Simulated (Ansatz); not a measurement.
A series of calculations on C2H7BOS

### Relaxation

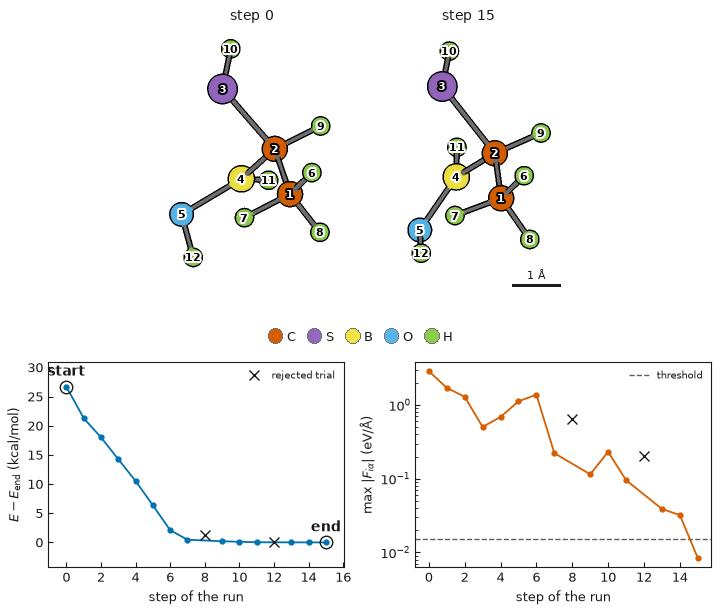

First and last geometry of a relaxation of C2H7BOS, with the history of the run. A ball-and-stick model, seen from a free direction.

The run prepares an end point of a later path (torsion) calculation, from a guessed geometry.

These are results of RKS PBE-D4/def2-mTZVP in Ansatz, not measurements.

The input:
```yaml
crystal:
  periodic: [false, false, false]
  atoms:
    - { symbol: C, position_ang: [-0.7428, 0.4905, 1.0534] }
    - { symbol: C, position_ang: [0.3824, -0.2138, 0.4171] }
    - { symbol: S, position_ang: [1.7993, 0.8925, 0.2974] }
    - { symbol: B, position_ang: [0.0891, -0.7416, -1.0415] }
    - { symbol: O, position_ang: [-0.344, 0.1703, -2.1235] }
    - { symbol: H, position_ang: [-0.5208, 0.8914, 2.0624] }
    - { symbol: H, position_ang: [-1.037, 1.427, 0.4367] }
    - { symbol: H, position_ang: [-1.6363, -0.1169, 1.116] }
    - { symbol: H, position_ang: [0.6488, -1.06, 1.1061] }
    - { symbol: H, position_ang: [2.7087, -0.1519, -0.0252] }
    - { symbol: H, position_ang: [0.0412, -1.9119, -1.2384] }
    - { symbol: H, position_ang: [-1.3117, 0.2692, -2.0266] }
basis:
  gaussian: { orbitals: def2-mTZVP }
hamiltonian:
  xc: pbe
  dispersion: d4
relax:
  f_tol: 0.015
  max_steps: 40
```

Command:
```bash
ansatz run input.yaml --threads 2 --pin off --max-ram 3072MiB --backend cpu --events-out ev --progress --plain --runs-dir out
```

Question: What do the curves and the structures tell?

Answer: It converged. H11 moves most after the best rigid fit: 0.91 Å. Largest moves by element: H 0.91 Å, O 0.60 Å, S 0.18 Å, C 0.15 Å, B 0.07 Å. Some distances before and after: B4–O5 1.480 → 1.366 Å, C2–S3 1.802 → 1.878 Å, S3–H10 1.422 → 1.364 Å, C1–H7 1.159 → 1.103 Å. Among the angles between lasting bonds that change: S3–C2–B4 106.9° → 99.0°, B4–O5–H12 106.2° → 113.3°, C1–C2–H9 106.1° → 110.2°. Groups turn about B4–O5 by about 85°, C2–B4 by about 45°. Over 13 accepted moves (15 points after the start) the energy falls by 26.7 kcal/mol. Largest force component: 2.9 eV/Å at the start, 0.0084 eV/Å at the end. The line search rejected the trial steps at points 8, 12 of the run.

```csv
step,"E − E(0), kcal/mol","largest force component, eV/Å",note
0,0.00,2.8838,
1,-5.39,1.7087,
2,-8.68,1.2945,
3,-12.43,0.5043,
4,-16.17,0.6886,
5,-20.35,1.1198,
6,-24.60,1.3801,
7,-26.24,0.2221,
8,-25.40,0.6524,rejected
9,-26.51,0.1147,
10,-26.60,0.2315,
11,-26.68,0.0956,
12,-26.67,0.2052,rejected
13,-26.70,0.0389,
14,-26.70,0.0321,
15,-26.71,0.0084,
```

### Relaxation

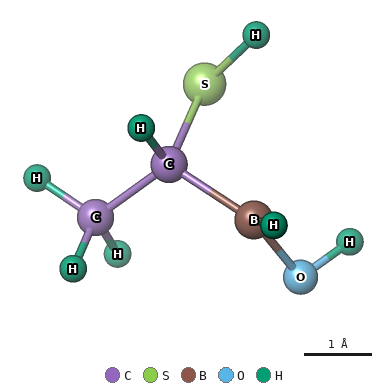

Starting structure of C2H7BOS. Style: ball-and-stick. Shown face on.

The run prepares an end point of a later path (torsion) calculation, from a guessed geometry.

Computed with RKS PBE-D4/def2-mTZVP (Ansatz 0.2.0).

The input:
```yaml
crystal:
  periodic: [false, false, false]
  atoms:
    - { symbol: C, position_ang: [-0.7428, 0.4905, 1.0534] }
    - { symbol: C, position_ang: [0.3824, -0.2138, 0.4171] }
    - { symbol: S, position_ang: [1.7993, 0.8925, 0.2974] }
    - { symbol: B, position_ang: [0.0891, -0.7416, -1.0415] }
    - { symbol: O, position_ang: [-0.344, 0.1703, -2.1235] }
    - { symbol: H, position_ang: [-0.5208, 0.8914, 2.0624] }
    - { symbol: H, position_ang: [-1.037, 1.427, 0.4367] }
    - { symbol: H, position_ang: [-1.6363, -0.1169, 1.116] }
    - { symbol: H, position_ang: [0.6488, -1.06, 1.1061] }
    - { symbol: H, position_ang: [2.7087, -0.1519, -0.0252] }
    - { symbol: H, position_ang: [0.0412, -1.9119, -1.2384] }
    - { symbol: H, position_ang: [0.46372, 0.40824, -2.62008] }
basis:
  gaussian: { orbitals: def2-mTZVP }
hamiltonian:
  xc: pbe
  dispersion: d4
relax:
  f_tol: 0.015
  max_steps: 40
```

Run as
```bash
ansatz run input.yaml --threads 2 --pin off --max-ram 3072MiB --backend cpu --events-out ev --progress --plain --runs-dir out
```

> Predict the outcome.

The atom that moves furthest after the best rigid fit is H11 (0.93 Å). Largest moves by element: H 0.93 Å, O 0.75 Å, S 0.26 Å, B 0.20 Å, C 0.10 Å. Among the contacts that change: B4–O5 1.480 → 1.354 Å, C2–S3 1.802 → 1.869 Å, C1–C2 1.472 → 1.537 Å, C1–H7 1.159 → 1.101 Å. Among the angles between lasting bonds that change: S3–C2–B4 106.9° → 111.8°, C1–C2–B4 114.7° → 110.6°, H6–C1–H7 104.1° → 108.0°. Groups turn about B4–O5 by about 90°, C2–B4 by about 50°. After 23 accepted moves (28 points after the start) the energy has fallen by 1.170 eV. The largest force component goes from 3 to 0.0077 eV/Å. The line search rejected the trial steps at points 10, 14, 21, 25, 27 of the run. The run took 46 s on 2 threads of INTEL(R) XEON(R) PLATINUM 8581C CPU @ 2.10GHz (Emerald Rapids) (shared host), peak memory 0.19 GiB.

Step by step:

```csv
step,"E − E(0), eV","largest force component, eV/Å",note
0,0.0000,2.9589,
1,-0.3000,1.3762,
2,-0.4199,1.3344,
3,-0.4846,0.6863,
4,-0.6259,0.5706,
5,-0.7147,2.1214,
6,-0.9207,0.4568,
7,-0.9874,0.2354,
8,-1.0019,0.3365,
9,-1.0181,0.1802,
10,-0.8069,1.2848,rejected
11,-1.0218,0.0626,
12,-1.0238,0.0560,
13,-1.0285,0.2322,
14,-1.0260,0.8692,rejected
15,-1.0318,0.2866,
16,-1.0491,0.2839,
17,-1.0681,0.4532,
18,-1.0872,0.6447,
19,-1.1289,0.5567,
20,-1.1557,0.1506,
21,-1.1470,0.4238,rejected
22,-1.1634,0.1904,
23,-1.1662,0.1267,
24,-1.1691,0.0983,
25,-1.1691,0.1252,rejected
26,-1.1700,0.0205,
27,-1.1700,0.0423,rejected
28,-1.1701,0.0077,
```

Final geometry:

```xyz
12

C    -0.7719    0.4586    1.0598
C     0.3890   -0.2184    0.3149
S     1.7432    1.0520    0.1021
B    -0.1044   -0.7949   -1.0811
O     0.2725   -0.2370   -2.2561
H    -0.4585    0.8257    2.0475
H    -1.1745    1.3109    0.4915
H    -1.5935   -0.2587    1.2048
H     0.7902   -1.0171    0.9591
H     2.7401    0.1705   -0.2027
H    -0.8668   -1.7273   -1.1276
H     0.8870    0.5196   -2.0719
```

The end point in the same view:

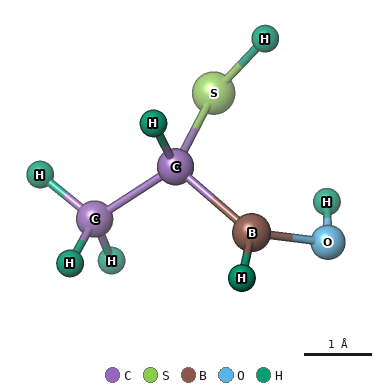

### Path

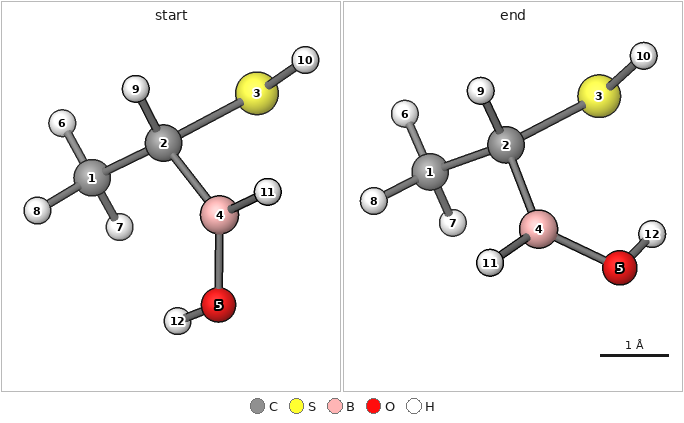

The two relaxed end points of a path for C2H7BOS. Style: ball-and-stick. Shown at a tilt.

These are results of RKS PBE-D4/def2-mTZVP (Ansatz), not measurements.

Input
```yaml
crystal:
  periodic: [false, false, false]
  atoms:
    - { symbol: C, position_ang: [-0.808827, 0.610651, 0.98738] }
    - { symbol: C, position_ang: [0.277651, -0.30032, 0.427712] }
    - { symbol: S, position_ang: [1.850553, 0.714262, 0.275763] }
    - { symbol: B, position_ang: [0.138558, -0.768783, -1.074328] }
    - { symbol: O, position_ang: [-0.757533, -0.233833, -1.956052] }
    - { symbol: H, position_ang: [-0.565717, 0.968361, 1.99837] }
    - { symbol: H, position_ang: [-0.964361, 1.505703, 0.36181] }
    - { symbol: H, position_ang: [-1.765142, 0.067946, 1.046811] }
    - { symbol: H, position_ang: [0.483199, -1.120291, 1.130154] }
    - { symbol: H, position_ang: [2.666155, -0.31596, -0.091667] }
    - { symbol: H, position_ang: [0.85734, -1.628521, -1.516305] }
    - { symbol: H, position_ang: [-1.334976, 0.445585, -1.555749] }
basis:
  gaussian: { orbitals: def2-mTZVP }
hamiltonian:
  xc: pbe
  dispersion: d4
neb:
  order_check: false
  images: 7
  f_tol: 0.05
  max_iterations: 60
  initial_path: idpp
  final_atoms:
    - { symbol: C, position_ang: [-0.85941579, 0.43767774, 1.16076222] }
    - { symbol: C, position_ang: [0.27038075, -0.21766271, 0.35143868] }
    - { symbol: S, position_ang: [1.57026692, 1.08712623, 0.03397348] }
    - { symbol: B, position_ang: [-0.29493933, -0.82945792, -1.00163091] }
    - { symbol: O, position_ang: [-0.01103195, -0.27928666, -2.20613136] }
    - { symbol: H, position_ang: [-0.49394145, 0.82873944, 2.1209595] }
    - { symbol: H, position_ang: [-1.32256065, 1.26935006, 0.60826427] }
    - { symbol: H, position_ang: [-1.64864679, -0.30023484, 1.36850358] }
    - { symbol: H, position_ang: [0.7354165, -0.99456206, 0.97900811] }
    - { symbol: H, position_ang: [2.57081982, 0.22965057, -0.32289341] }
    - { symbol: H, position_ang: [-1.03110531, -1.78367171, -0.98588801] }
    - { symbol: H, position_ang: [0.59165727, 0.49713187, -2.07246715] }
```

Command:
```bash
ansatz run input.yaml --threads 2 --pin off --max-ram 3072MiB --backend cpu --events-out ev --progress --plain --runs-dir out
```

### Predict the minimum-energy path and its barrier.

The highest point, image 3, lies 1.15 kcal/mol above the start and 3.42 kcal/mol above the end; the end is at −2.27 kcal/mol relative to the start. The motion is a rotation about the B4–O5 bond, with a turn of about 95° about C2–B4. No bond forms or breaks between the ends. Bond angles that change up to the highest image, for instance: S3–C2–B4 99.0° → 105.6°, C1–C2–B4 117.6° → 115.1°. The band converged in 5 iterations, with a climbing image at the top. At the top, the vibrational analysis gives one imaginary mode (145i cm⁻¹), as a transition state must have.

Energies of the converged images:

| image | path (Å) | E (kcal/mol) |
| --- | --- | --- |
| 0 | 0.00 | 0.00 |
| 1 | 0.44 | 0.28 |
| 2 | 0.88 | 0.86 |
| 3 | 1.33 | 1.15 |
| 4 | 1.76 | 0.82 |
| 5 | 2.19 | -0.06 |
| 6 | 2.62 | -1.14 |
| 7 | 3.05 | -1.97 |
| 8 | 3.48 | -2.27 |

The geometry at the top of the path:

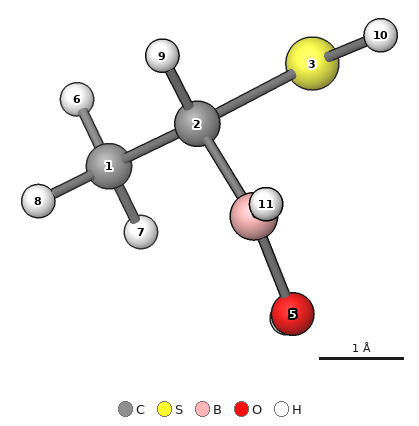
